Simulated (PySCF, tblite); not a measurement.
# C2H7FNSi radical: geometry, infrared bands and EPR parameters

Wanted: the infrared bands and EPR parameters of C2H7FNSi radical (`[CH2]C[Si@H](N)F`), by calculation.

The runs use tblite 0.8.0 and PySCF 2.14.0, with density-fitted response routines of our own; the level of theory stands in each step. All values are computed, except where a source is named. Atoms count from 0, in the outputs and in this text.

**1. The starting structure**

12 atoms, charge 0, multiplicity 2; geometry from: force field or distance geometry start.

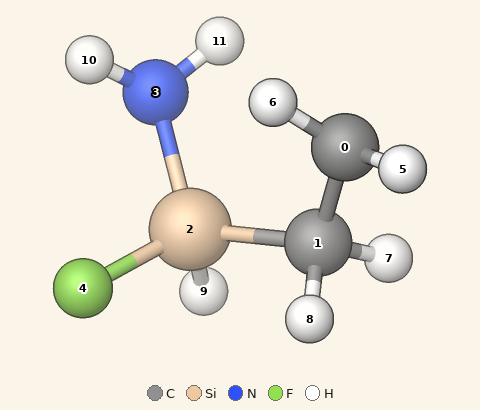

As it starts; carbon grey, silicon light orange, nitrogen blue, fluorine green, hydrogen white, atoms numbered; sticks join atoms by distance.

**2. Relaxing the molecule with GFN2-xTB**

Job settings and geometry (Å):

```
{"job": {"kind": "relax", "xc": "GFN2-xTB", "basis": "xTB"}, "charge": 0, "multiplicity": 2}
C      1.524800     0.807800    -0.121600
C      0.955800    -0.576200    -0.160100
Si    -0.848800    -0.689400     0.157600
N     -1.785600     0.724200    -0.383900
F     -1.183300    -0.997400     1.790700
H      2.602400     0.809300     0.044300
H      0.996600     1.502800     0.555200
H      1.220900    -1.042100    -1.123800
H      1.467500    -1.205400     0.635100
H     -1.365100    -1.856800    -0.585800
H     -2.154000     1.319800     0.372800
H     -1.430000     1.202800    -1.206300
```

Started as:

```console
OMP_NUM_THREADS=1 python probes_run.py task.json out
```

One launch serves the whole session: the jobs run in the order shown.

What it wrote:

```text
step      E/eV     max force
  0    -468.00631    2.836
  1    -468.23211    1.191
  2    -468.32883    0.714
  3    -468.37133    0.839
  4    -468.40915    0.479
  5    -468.42900    0.522
  6    -468.44825    0.519
  7    -468.46314    0.386
  8    -468.47150    0.233
  9    -468.47695    0.210
 10    -468.48233    0.225
 11    -468.48734    0.297
 12    -468.49077    0.219
 13    -468.49247    0.090
 14    -468.49339    0.103
 15    -468.49423    0.092
 16    -468.49487    0.083
 17    -468.49526    0.043
 18    -468.49553    0.048
 19    -468.49582    0.052
 20    -468.49623    0.069
 21    -468.49680    0.076
 22    -468.49757    0.080
 23    -468.49856    0.094
 24    -468.49964    0.084
 25    -468.50071    0.089
 26    -468.50176    0.102
 27    -468.50290    0.090
 28    -468.50414    0.107
 29    -468.50575    0.137
 30    -468.50833    0.158
 31    -468.51213    0.213
 32    -468.51747    0.312
 33    -468.52376    0.252
 34    -468.50939    1.180
 35    -468.53738    0.292
 36    -468.54411    0.276
 37    -468.55810    0.695
 38    -468.56589    0.128
 39    -468.57243    0.168
 40    -468.56776    0.852
 41    -468.58419    0.200
 42    -468.58987    0.172
 43    -468.59744    0.732
 44    -468.61196    0.274
 45    -468.61945    0.180
 46    -468.62011    0.665
 47    -468.63311    0.196
 48    -468.63766    0.199
 49    -468.64044    0.722
 50    -468.65234    0.148
 51    -468.65549    0.129
 52    -468.66030    0.195
 53    -468.66310    0.165
 54    -468.67194    0.118
 55    -468.67498    0.106
 56    -468.67626    0.104
 57    -468.67755    0.108
 58    -468.67944    0.146
 59    -468.68147    0.199
 60    -468.68386    0.123
 61    -468.68606    0.089
 62    -468.68735    0.092
 63    -468.69079    0.132
 64    -468.69446    0.177
 65    -468.69717    0.138
 66    -468.69846    0.081
 67    -468.69932    0.087
 68    -468.70029    0.115
 69    -468.70191    0.145
 70    -468.70334    0.102
 71    -468.70412    0.060
 72    -468.70450    0.053
 73    -468.70477    0.047
 74    -468.70518    0.058
 75    -468.70580    0.069
 76    -468.70652    0.075
 77    -468.70705    0.049
 78    -468.70738    0.066
 79    -468.70771    0.062
 80    -468.70826    0.066
 81    -468.70910    0.088
 82    -468.70992    0.071
 83    -468.71044    0.052
 84    -468.71071    0.048
 85    -468.71093    0.044
 86    -468.71132    0.051
 87    -468.71184    0.058
 88    -468.71229    0.042
 89    -468.71251    0.031
 90    -468.71261    0.031
 91    -468.71271    0.030
 92    -468.71296    0.035
 93    -468.71340    0.049
 94    -468.71390    0.049
 95    -468.71432    0.033
 96    -468.71457    0.036
 97    -468.71474    0.039
 98    -468.71496    0.041
 99    -468.71528    0.062
100    -468.71579    0.069
101    -468.71666    0.093
102    -468.71749    0.087
103    -468.71803    0.051
104    -468.71832    0.031
105    -468.71844    0.031
106    -468.71854    0.026
107    -468.71864    0.024
108    -468.71875    0.046
109    -468.71887    0.047
110    -468.71910    0.046
111    -468.71936    0.060
112    -468.71963    0.050
113    -468.71983    0.038
114    -468.71998    0.036
115    -468.72015    0.051
116    -468.72049    0.067
117    -468.72130    0.094
118    -468.72295    0.076
119    -468.72391    0.135
120    -468.72451    0.080
121    -468.72467    0.051
122    -468.72484    0.056
123    -468.72501    0.058
124    -468.72525    0.060
125    -468.72557    0.035
126    -468.72580    0.042
127    -468.72604    0.060
128    -468.72629    0.064
129    -468.72661    0.072
130    -468.72689    0.086
131    -468.72729    0.095
132    -468.72769    0.085
133    -468.72816    0.074
134    -468.72851    0.087
135    -468.72873    0.045
136    -468.72886    0.033
137    -468.72900    0.048
138    -468.72910    0.022
139    -468.72921    0.028
140    -468.72928    0.016
141    -468.72932    0.012
142    -468.72934    0.015
143    -468.72936    0.008
```

Run time: 0.49 s. Hardware: 1 thread of Arm Neoverse V2, shared host.

Relaxation path: (not every step is listed)

| step | energy from step 0 (eV) | largest force (eV/Å) |
| --- | --- | --- |
| 0 | 0.0000 | 2.8360 |
| 1 | -0.2258 | 1.1913 |
| 2 | -0.3225 | 0.7144 |
| 3 | -0.3650 | 0.8389 |
| 4 | -0.4028 | 0.4791 |
| 5 | -0.4227 | 0.5215 |
| 6 | -0.4419 | 0.5187 |
| 7 | -0.4568 | 0.3856 |
| 8 | -0.4652 | 0.2331 |
| 21 | -0.4905 | 0.0764 |
| 34 | -0.5031 | 1.1804 |
| 47 | -0.6268 | 0.1957 |
| 60 | -0.6775 | 0.1230 |
| 73 | -0.6985 | 0.0465 |
| 86 | -0.7050 | 0.0509 |
| 99 | -0.7090 | 0.0622 |
| 112 | -0.7133 | 0.0500 |
| 125 | -0.7193 | 0.0351 |
| 138 | -0.7228 | 0.0221 |
| 139 | -0.7229 | 0.0285 |
| 140 | -0.7230 | 0.0155 |
| 141 | -0.7230 | 0.0124 |
| 142 | -0.7230 | 0.0149 |
| 143 | -0.7231 | 0.0085 |

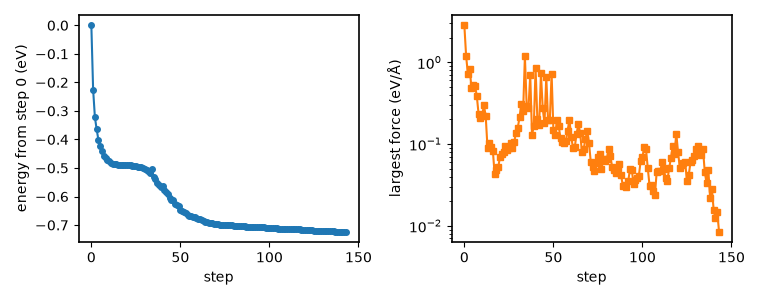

Energy and force, step by step.

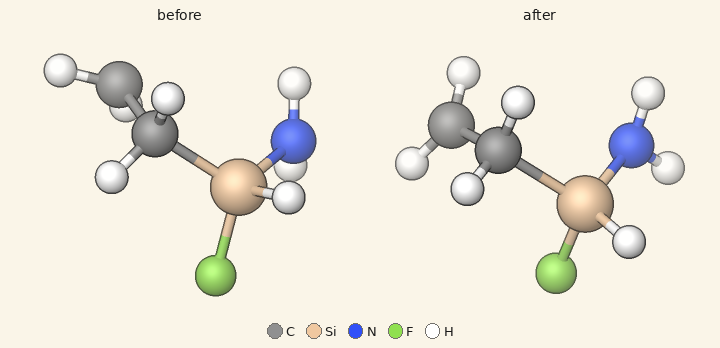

The geometry before (left) and after (right).

Close pairs (by a distance rule), those that changed most:

| bond | before (Å) | after (Å) | change (Å) |
| --- | --- | --- | --- |
| C1–Si2 | 1.836 | 1.928 | +0.092 |
| Si2–F4 | 1.695 | 1.611 | -0.084 |
| Si2–N3 | 1.780 | 1.711 | -0.069 |
| C1–H8 | 1.136 | 1.090 | -0.046 |
| C0–C1 | 1.497 | 1.459 | -0.037 |
| C0–H6 | 1.105 | 1.072 | -0.033 |
| N3–H10 | 1.031 | 1.007 | -0.024 |
| C0–H5 | 1.090 | 1.072 | -0.018 |

The final coordinates are the input of the step that follows.

**3. Harmonic vibrations with GFN2-xTB**

Job settings and geometry (Å):

```
{"job": {"kind": "ir", "xc": "GFN2-xTB", "basis": "xTB"}, "charge": 0, "multiplicity": 2}
C      1.614437     0.634900     0.325844
C      1.040265    -0.613190    -0.166792
Si    -0.854565    -0.618260     0.187281
N     -1.533583     0.780087    -0.528560
F     -1.089314    -0.405599     1.766751
H      1.601572     1.517402    -0.282906
H      1.866704     0.738470     1.362594
H      1.196949    -0.731253    -1.238393
H      1.471633    -1.475425     0.341371
H     -1.483110    -1.910985    -0.069680
H     -2.436940     1.100607    -0.220896
H     -1.392850     0.982560    -1.502639
```

What it wrote:

```text
mode    cm-1     km/mol
  1      60.1      1.25
  2     148.1      0.83
  3     152.1      4.73
  4     184.4      5.49
  5     251.9     16.72
  6     275.6      0.30
  7     324.7     36.17
  8     454.3    195.43
  9     489.7     91.33
 10     615.9     45.96
 11     653.3     74.98
 12     686.2     88.47
 13     742.4     43.82
 14     774.4     33.89
 15     847.4    303.27
 16     918.9     48.52
 17     956.7    177.00
 18    1146.7      9.85
 19    1185.5     19.78
 20    1214.2      2.21
 21    1405.0      2.75
 22    1465.2      1.12
 23    1506.0     63.30
 24    2263.6    319.70
 25    2974.5     32.14
 26    2977.3     46.26
 27    3136.5     21.68
 28    3176.1     43.28
 29    3486.0      5.99
 30    3534.7      2.83
```

Run time: 0.19 s. Hardware: 1 thread of Arm Neoverse V2, shared host.

The strongest bands and the atoms that carry them (share of the mass-weighted mode):

| cm⁻¹ | km/mol | atoms |
| --- | --- | --- |
| 454 | 195.4 | H10 41 %, H11 37 %, N3 20 % |
| 490 | 91.3 | H6 39 %, H5 37 %, C0 22 % |
| 653 | 75.0 | H9 77 % |
| 686 | 88.5 | H9 47 %, C1 18 %, Si2 12 % |
| 847 | 303.3 | Si2 34 %, F4 22 %, H10 16 %, H11 12 % |
| 957 | 177.0 | Si2 26 %, N3 20 %, H7 10 % |
| 1506 | 63.3 | H11 44 %, H10 44 %, N3 11 % |
| 2264 | 319.7 | H9 97 % |

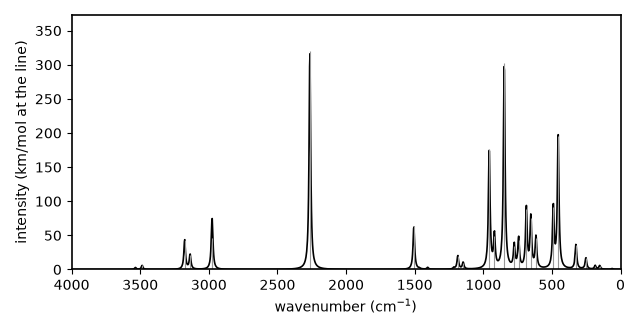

The infrared spectrum from these modes, unscaled. Lines are broadened to a width of 14 cm⁻¹ (Lorentzian).

**4. g tensor and hyperfine couplings: B3LYP/pcH-1**

The job, as its differences from that of step 3:

```diff
@@ -1,2 +1,2 @@
-{"job": {"kind": "ir", "xc": "GFN2-xTB", "basis": "xTB"}, "charge": 0, "multiplicity": 2}
+{"job": {"kind": "epr", "basis": "pcH-1"}, "charge": 0, "multiplicity": 2}
 C      1.614437     0.634900     0.325844
```

Level: UKS B3LYP, pcH-1 on C F H N Si, non-relativistic, mean-field spin-orbit, GIAO.

What it wrote:

```text
UKS, coarse grid
  cycle   1  E = -524.47106050  |g| = 5.48e-01
  cycle   2  E = -524.34853482  |g| = 8.25e-01
  cycle   3  E = -524.58149577  |g| = 5.59e-02
  cycle   4  E = -524.58227516  |g| = 3.44e-02
  cycle   5  E = -524.58275727  |g| = 6.30e-03
  cycle   6  E = -524.58277744  |g| = 3.06e-03
  cycle   7  E = -524.58278166  |g| = 1.33e-03
  cycle   8  E = -524.58278337  |g| = 1.88e-04
UKS, final grid
  cycle   1  E = -524.58273493  |g| = 1.76e-04
  cycle   2  E = -524.58273492  |g| = 2.28e-04
  cycle   3  E = -524.58273495  |g| = 2.29e-05
  cycle   4  E = -524.58273495  |g| = 1.54e-05
E = -524.58273495 Eh   <S^2> = 0.7538 (exact 0.7500)
g shifts (ppm)      1          2          3
  rmc          -145       -145       -145
  gc              2         33         10
  oz_so          33        300       1186
  total        -110        189       1052
hyperfine (MHz)  atom isotope    a_iso     a_fc   dipolar eigenvalues
    0   13C      94.11      94.21    -78.55    -77.66    156.21
    1   13C     -31.62     -31.63     -4.01      0.50      3.51
    2  29Si    -144.53    -144.71    -24.15     11.62     12.53
    3   14N      -0.52      -0.52     -0.40      0.02      0.38
    4   19F      -1.05      -1.08     -4.86     -1.55      6.41
    5    1H     -59.30     -59.31    -37.77     -0.11     37.88
    6    1H     -59.93     -59.94    -37.81     -0.06     37.87
    7    1H      48.74      48.74     -4.52     -4.07      8.60
    8    1H      47.75      47.74     -4.60     -4.01      8.61
    9    1H      24.75      24.75     -2.26     -1.06      3.32
   10    1H       1.35       1.35     -1.54     -0.98      2.52
   11    1H       0.17       0.18     -1.76     -1.28      3.04
```

Wall time 27 s (1 thread of Arm Neoverse V2, shared host); peak memory 0.8 GiB.

Principal g values 2.00221, 2.00251, 2.00337; g(iso) = 2.00270, against 2.00232 for a free electron.

Mean a(iso) over the nuclei that a row names, and the largest dipolar term of the row (other rows stand at the frozen geometry):

| nuclei | isotope | a(iso) (MHz) | a(iso) (G, at g = 2.0023) | largest dipolar term (MHz) |
| --- | --- | --- | --- | --- |
| Si2 | 29Si | -144.5 | -51.6 | -24.1 |
| C0 | 13C | 94.1 | 33.6 | 156.2 |
| H5, H6 | 1H | -59.6 | -21.3 | 37.9 |
| H7 | 1H | 48.7 | 17.4 | 8.6 |
| H8 | 1H | 47.7 | 17.0 | 8.6 |
| C1 | 13C | -31.6 | -11.3 | -4.0 |
| H9 | 1H | 24.8 | 8.8 | 3.3 |
| F4 | 19F | -1.0 | -0.4 | 6.4 |
| H10, H11 | 1H | 0.8 | 0.3 | 3.0 |
| N3 | 14N | -0.5 | -0.2 | -0.4 |

Mulliken spin populations:

| atom | value (e) |
| --- | --- |
| C0 | 1.03 |
| C1 | -0.08 |
| Si2 | 0.08 |
| N3 | 0.00 |
| F4 | 0.00 |
| H5 | -0.04 |
| H6 | -0.04 |
| H7 | 0.02 |
| H8 | 0.02 |
| H9 | 0.02 |
| H10 | 0.00 |
| H11 | 0.00 |

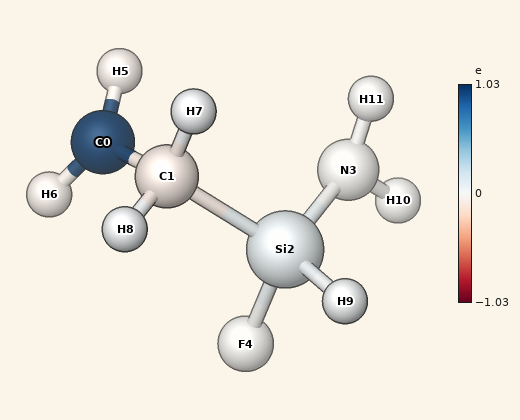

Mulliken spin populations, as colours on the atoms.

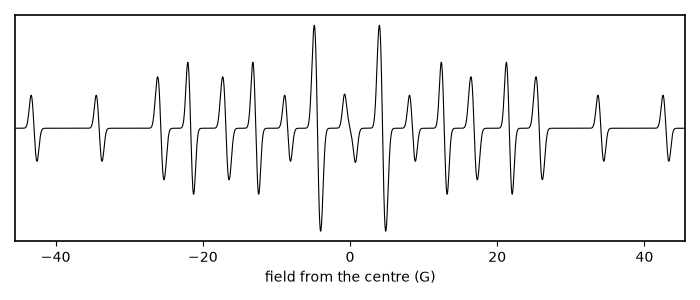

First-order isotropic spectrum (first derivative, main isotopes with spin only, couplings over 0.8 MHz, Gaussian width 0.3 G; couplings of the frozen geometry, rotation of groups not averaged beyond the rows shown).

Orbitals, density, ELF and potential are computed afterwards from the orbital file.

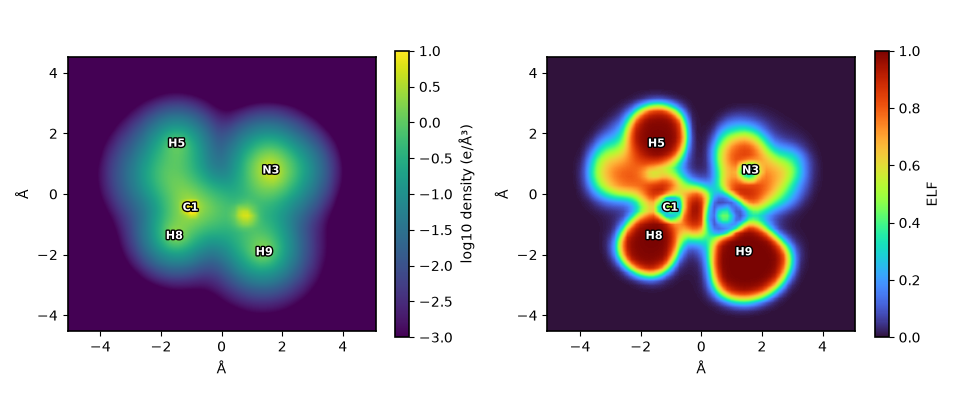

Density (left) and ELF (right) in a plane through or near 5 of the atoms.

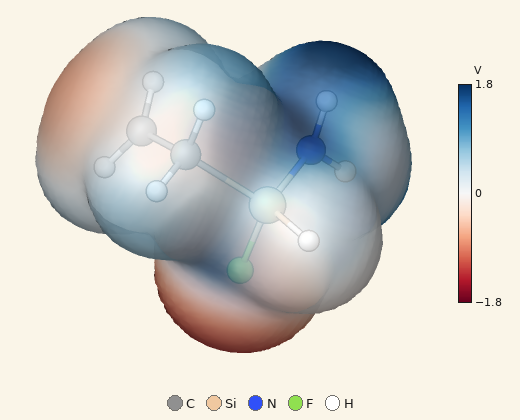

Electrostatic potential on the surface of density 0.002 e/bohr³; red is low, blue high. It runs from -1.27 V near N3 to 1.80 V near H11.

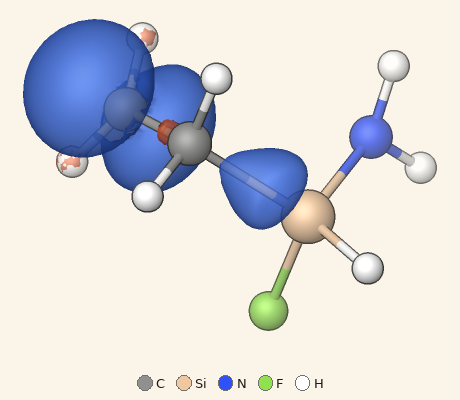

Spin density at ±0.04 e/Å³ (alpha excess blue, beta excess red).

**5. Outcome**

| quantity | value |
| --- | --- |
| strongest single infrared mode (GFN2-xTB) | 2264 cm⁻¹, 320 km/mol |
| zero-point energy (GFN2-xTB) | 54.3 kcal/mol |
| g(iso) (B3LYP) | 2.00270 |
| ⟨S²⟩ | 0.754 (exact 0.75) |
| largest a(iso) (averaged by class) | 29Si on Si2, -144.5 MHz |
| surface potential, least and greatest | -1.27 V and 1.80 V |

The optimisation took 143 steps and gained 0.723 eV; among the close pairs (by a distance rule), C1–Si2 changed most, from 1.836 to 1.928 Å. No mode is imaginary among the 30: a minimum at this level. The strongest single mode, at 2264 cm⁻¹, moves mainly H9. GFN2-xTB is a fitted tight-binding method: band positions and strengths are rough. Its intensities can rank the bands wrongly. Most of the unpaired spin sits on C0 (1.03 e). The isotropic g lies 0.4 ppt above the free-electron value.
